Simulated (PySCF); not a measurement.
H6Ga2, singlet at its PBE0/def2-SVP optimised geometry (Å):

```
8

Ga    -0.5440     1.1770     0.0000
Ga     0.5440    -1.1774     0.0000
H      0.0000    -0.0001     1.1822
H      0.4651     2.3620     0.0005
H     -2.1004     1.1762    -0.0001
H      0.0004    -0.0001    -1.1820
H      2.1004    -1.1774     0.0000
H     -0.4655    -2.3620     0.0006
```

Method: PBE0/def2-TZVP (PySCF 2.14.0). Cells within 0.4 Å of a nucleus heavier than hydrogen are left out (blank, or x).

Map of the deformation density (molecule minus spherical neutral atoms) (e/bohr³) on the plane z = 0.0 Å:

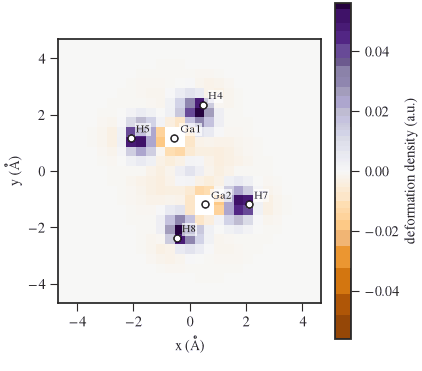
Deformation density (molecule minus spherical neutral atoms) (e/bohr³) on the plane z = 0.0 Å.
